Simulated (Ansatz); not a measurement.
**BLYP/6-311+G(d,p) run of CHClF2 (difluorochloromethane)**

Aim: the electronic atomisation energy of CHClF2 (difluorochloromethane) at BLYP/6-311+G**, from 5 runs. 

The results are computed with Ansatz 0.2.0.

69 further runs of the same task are left out: 69 set aside as unsound or not needed.

### Step 1. The system as given

CHClF2 has 5 atoms, charge 0, and is taken as a singlet. SMILES: `FC(F)Cl`. The coordinates come from a PBE0-D4/def2-TZVP relaxation.

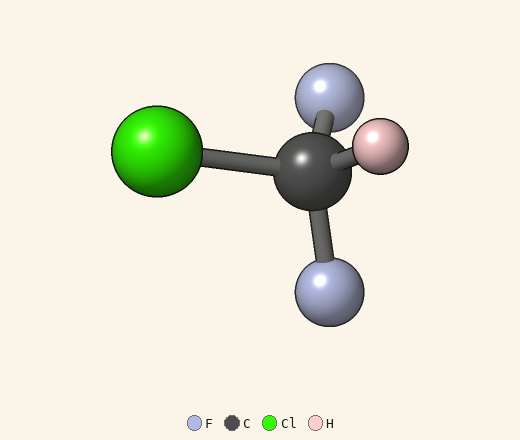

Viewed from a chosen angle; fluorine light blue, carbon dark grey, chlorine green, hydrogen pink.

### Step 2. A single-point energy at BLYP/6-311+G(d,p)

The input, molecule.yaml:

```yaml
crystal:
  periodic: [false, false, false]
  atoms:
    - {symbol: F, position_ang: [0.038900, -0.568100, 1.222300]}
    - {symbol: C, position_ang: [0.109400, 0.023600, 0.028300]}
    - {symbol: F, position_ang: [0.844200, -0.745900, -0.776900]}
    - {symbol: Cl, position_ang: [-1.511000, 0.208900, -0.640800]}
    - {symbol: H, position_ang: [0.568600, 1.007800, 0.125800]}
basis:
  gaussian: {orbitals: 6-311+G_st__st_-spherical.json}
magnetization: {spin_polarized: false, initial_magnetization: 0}
hamiltonian: {xc: {name: BLYP}}
accuracy: high
output: {orbitals: {seedname: orbitals}}
```

The basis set 6-311+G** is read from a file made from the Basis Set Exchange's data (not shown).

The run is started by

```console
$ ansatz run molecule.yaml --threads 1 --pin off --max-ram 3480MiB --events-out events.jsonl --progress --plain --runs-dir runs
```

Output:

```text
Warning: RAYON_NUM_THREADS=1 ignored (pool sized by the plan → 1); use --threads N
Functional definition: BLYP
  name "BLYP"
  parameter beta = 0.0042
  parameter a = 0.04918
  parameter b = 0.132
  parameter c = 0.2533
  parameter d = 0.349
  exchange = b88_x(beta = beta)
  correlation = lyp_c(a = a, b = b, c = c, d = d)
1863 factors; integrals over basis functions are off by at most 4.5e-9 eV
mean field evaluation 1: about -19009.0145 eV, gradient 3.7e1 eV
mean field evaluation 2: about -19005.2743 eV, gradient 6.3e1 eV
mean field evaluation 4: about -19011.1121 eV, gradient 2.3e0 eV
mean field evaluation 8: about -19011.1168 eV, gradient 2.8e-2 eV
mean field evaluation 16: about -19011.1168 eV, gradient 5.5e-6 eV
mean field -19011.11676571 eV, -698.6456549420 hartree, gradient 4.6e-8 eV, S^2 0.000000; 0 other end points of the search recorded, 0 dependent functions left out
reference -19011.11681953 eV, -698.6456569199 hartree; 21, 21 occupied and 81, 81 virtual orbitals, 1863 factors
Total energy: -19011.11681953 eV, -698.6456569199 hartree
```

Wall time 6.6 s (1 thread of Arm Neoverse V1, shared host); peak memory 0.23 GiB.

### Step 3. The C atom, same level

The input, molecule.yaml:

```yaml
crystal:
  periodic: [false, false, false]
  atoms:
    - {symbol: C, position_ang: [0.000000, 0.000000, 0.000000]}
basis:
  gaussian:
    orbitals: 6-311+G_st__st_.json
magnetization:
  spin_polarized: true
  initial_magnetization: 2
hamiltonian:
  xc: {name: BLYP}
accuracy: high
```

The basis set 6-311+G** is read from a file made from the Basis Set Exchange's data (not shown).

Run the same way, it converges to -37.84447 Eh (log not shown).

### Step 4. The Cl atom

The input, in.yaml:

```yaml
crystal:
  periodic: [false, false, false]
  atoms:
    - {symbol: Cl, position_ang: [0.000000, 0.000000, 0.000000]}
basis:
  gaussian:
    orbitals: 6-311+G_st__st_-spherical.json
accuracy: high
magnetization:
  spin_polarized: true
  initial_magnetization: 1
hamiltonian:
  xc: {name: BLYP}
```

The basis set 6-311+G** is read from a file made from the Basis Set Exchange's data (not shown).

Run the same way, it converges to -460.15065 Eh (log not shown).

### Step 5. The F atom at the same level

The input, molecule.yaml:

```yaml
crystal:
  periodic: [false, false, false]
  atoms:
    - {symbol: F, position_ang: [0.000000, 0.000000, 0.000000]}
basis:
  gaussian: {orbitals: 6-311+G_st__st_.json}
magnetization: {spin_polarized: true, initial_magnetization: 1}
hamiltonian: {xc: {name: BLYP}}
accuracy: high
```

The basis set 6-311+G** is read from a file made from the Basis Set Exchange's data (not shown).

Run the same way, it converges to -99.75204 Eh (log not shown).

### Step 6. The H atom at the same level

The input, run.yaml:

```yaml
crystal:
  periodic: [false, false, false]
  atoms:
    - symbol: H
      position_ang: [0.000000, 0.000000, 0.000000]
basis:
  gaussian: {orbitals: 6-311+G_st__st_.json}
magnetization: {spin_polarized: true, initial_magnetization: 1}
hamiltonian: {xc: {name: BLYP}}
accuracy: high
```

The basis set 6-311+G** is read from a file made from the Basis Set Exchange's data (not shown).

The run is started by

```console
$ ansatz run run.yaml --threads 1 --pin off --max-ram 3480MiB --events-out events.jsonl --progress --plain --runs-dir runs
```

Output, cut to the lines that bear on the results:

```text
Warning: RAYON_NUM_THREADS=1 ignored (pool sized by the plan → 1); use --threads N
[... 9 set-up lines as earlier in the session ...]
21 factors; integrals over basis functions are off by at most 2.5e-9 eV
mean field evaluation 1: about -13.5346 eV, gradient 6.6e-1 eV
mean field evaluation 2: about -13.5396 eV, gradient 9.7e-2 eV
mean field evaluation 4: about -13.5391 eV, gradient 2.3e-3 eV
mean field evaluation 8: about -13.5391 eV, gradient 8.2e-7 eV
mean field -13.53912694 eV, -0.4975537381 hartree, gradient 3.5e-9 eV, S^2 0.750000; 0 other end points of the search recorded, 0 dependent functions left out
reference -13.53915715 eV, -0.4975548482 hartree; 1, 0 occupied and 5, 6 virtual orbitals, 21 factors
Total energy: -13.53915715 eV, -0.4975548482 hartree
```

It took 0.12 s on 1 thread of Arm Neoverse V1, shared host.

### Step 7. What came out

At BLYP/6-311+G**:

| quantity | value |
| --- | --- |
| molecule: total energy | -698.64566 Eh |
| molecule: HOMO energy | -8.10 eV |
| molecule: LUMO energy | -0.90 eV |
| molecule: HOMO–LUMO gap | 7.20 eV |
| C atom: total energy | -37.84447 Eh |
| C atom: ⟨S²⟩ | 2.003 |
| Cl atom: total energy | -460.15065 Eh |
| Cl atom: ⟨S²⟩ | 0.751 |
| F atom: total energy | -99.75204 Eh |
| F atom: ⟨S²⟩ | 0.751 |
| H atom: total energy | -0.49755 Eh |
| H atom: ⟨S²⟩ | 0.750 |
| electronic atomisation energy | 17.658 eV |

What this shows: Taking the molecule apart into free atoms costs 17.66 eV (407 kcal/mol), before zero-point energy and without spin-orbit coupling.
